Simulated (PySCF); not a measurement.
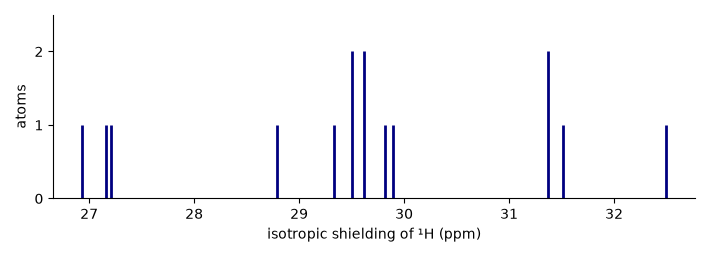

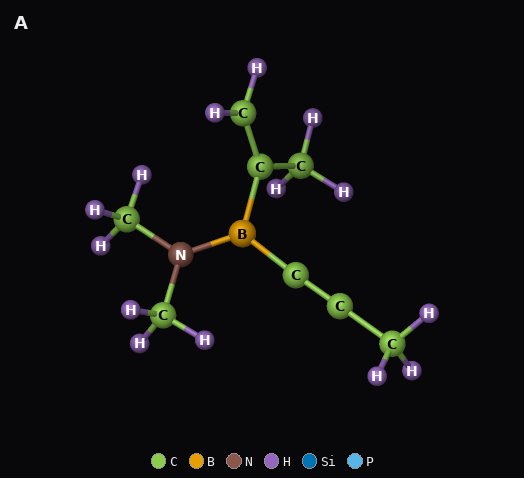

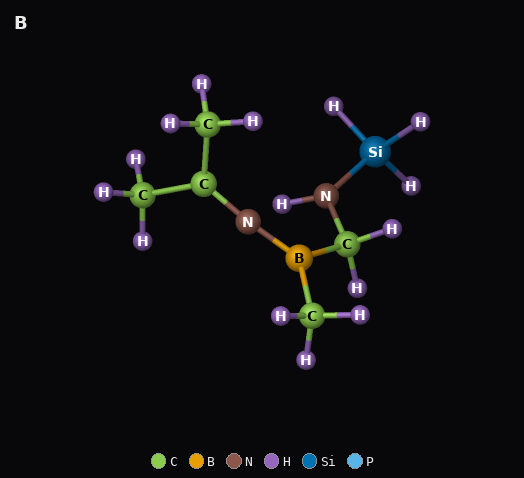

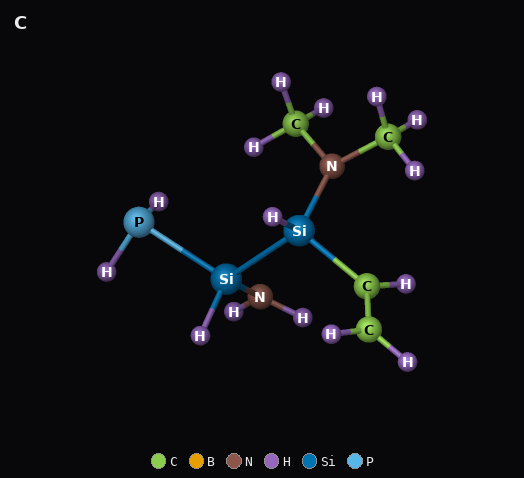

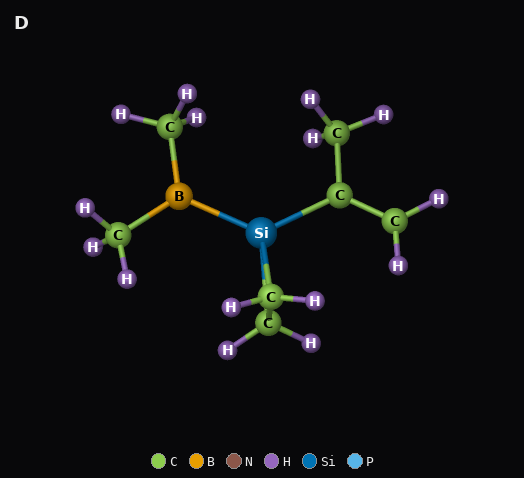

The sticks are computed shieldings of one of the molecules, for one fixed geometry (GFN2-xTB) without averaging over rotations. Low shielding means a high chemical shift. Method: GIAO PBE0/pcSseg-1 NMR shielding, non-relativistic, gas phase (PySCF 2.14.0).

> Which molecule gives this pattern?

B, `CB(CN[SiH3])N=C(C)C`. Its 15 H atoms give lines at 26.93, 27.16, 27.21, 28.79, 29.33, 29.51 (2 atoms), 29.61 (2 atoms), 29.82, 29.90, 31.37 (2 atoms), 31.52, 32.49 ppm.

The geometry is semi-empirical. Around B, P, Si such bond lengths and angles can be off by a tenth of an ångström or more and by several degrees, and values that hang on the shape move with them.
